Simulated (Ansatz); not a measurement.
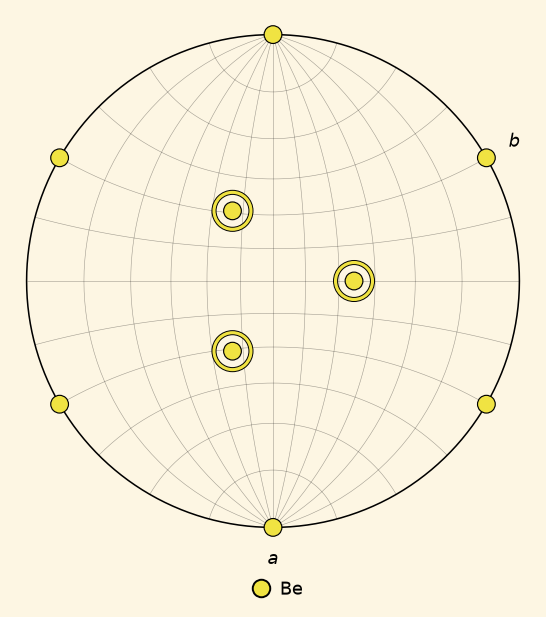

Directions from one beryllium atom at (1/3, 2/3, 1/4) to its bonded neighbours, in stereographic projection down c (filled: above the plane of the page or in it, open: below). Crystal: Be, a calculation's input that goes back to an entry of the Crystallography Open Database (an earlier step may have relaxed or displaced it). Geometry calculated from the standardised cell; symmetry tolerance 0.002 Å.

Neighbours are counted up to 2.34 Å for Be.

```cif
data_structure
_symmetry_space_group_name_H-M 'P 1'
_symmetry_Int_Tables_number 1
_cell_length_a 2.2995
_cell_length_b 2.2995
_cell_length_c 3.6009
_cell_angle_alpha 90.000
_cell_angle_beta 90.000
_cell_angle_gamma 120.000
_cell_volume 16.49
loop_
_atom_site_label
_atom_site_type_symbol
_atom_site_fract_x
_atom_site_fract_y
_atom_site_fract_z
_atom_site_occupancy
Be1 Be 0.33333 0.66667 0.25000 1
Be2 Be 0.66667 0.33333 0.75000 1
```

> How many neighbours are there, and at what angles?

12: 6 Be at 2.24 Å, 6 Be at 2.30 Å. Angles between bonds: 59° (12×), 60° (6×), 62° (6×), 90° (12×), 107° (3×), 120° (6×), 121° (12×), 145° (6×), 180° (3×).

> What is the site's symmetry in the crystal?

Point group -6m2 (D3h), order 12: one −6 axis, three twofold axes, four mirror planes. In No. 194, P6₃/mmc this is Wyckoff position 2c.
